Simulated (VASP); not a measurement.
Band structure of MgH$_{2}$ (rutile). Level of theory: LDA (Ceperley-Alder, Perdew-Zunger), VASP's LDA PAW potentials (set 64) (plane waves; VASP).

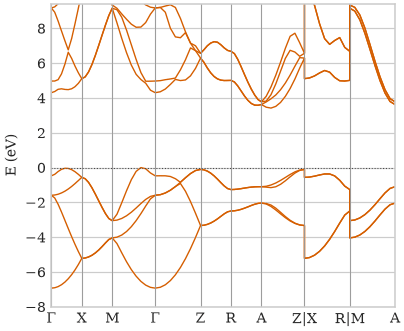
Figure. Bands along high-symmetry lines, zero at the valence-band maximum or, without a gap, the Fermi level

Problem. Read the plot: is there a gap, and where are the band edges?

Solution. The gap is indirect, 3.42 eV, from the valence maximum at M-Γ at 0.67 to the conduction minimum at A-Z at 0.22. (Edges off the drawn lines would not show.)

The compound is MgH2 in the rutile structure. It was relaxed first, which changed the volume by -6 %.
